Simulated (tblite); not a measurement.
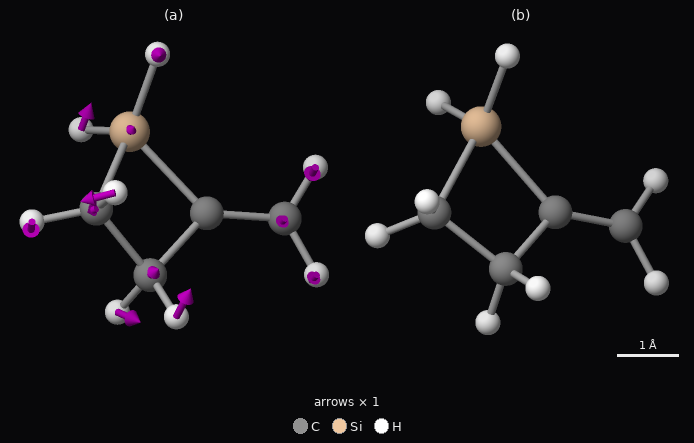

The structure of C$_{4}$H$_{8}$Si before (left) and after (right) a relaxation, at one scale. The purple arrows give the displacements, at their true length.

The picture is a ball-and-stick view, seen at a tilt.

The calculation used GFN2-xTB geometry optimisation, gas phase in tblite. 

### What changed between the two?

The largest move after the best rigid fit is that of an H atom, 0.65 Å. Largest moves by element: H 0.65 Å, C 0.28 Å, Si 0.16 Å. Near-neighbour distances that change, for instance: C–Si 1.881 → 1.918 Å, C–C 1.352 → 1.321 Å, C–Si 1.868 → 1.893 Å, C–C 1.569 → 1.545 Å. Bond angles that change, for instance: H–Si–H 117.8° → 110.9°, C–C–C 92.8° → 98.9°, C–C–H 116.9° → 112.1°. Groups turn about C–C by about 25°, C–C by about 25°, C–Si by about 20°. Over 59 geometry steps the energy falls by 0.252 eV. The run took 0.45 s on 1 thread of Arm Neoverse N1, on a shared host.
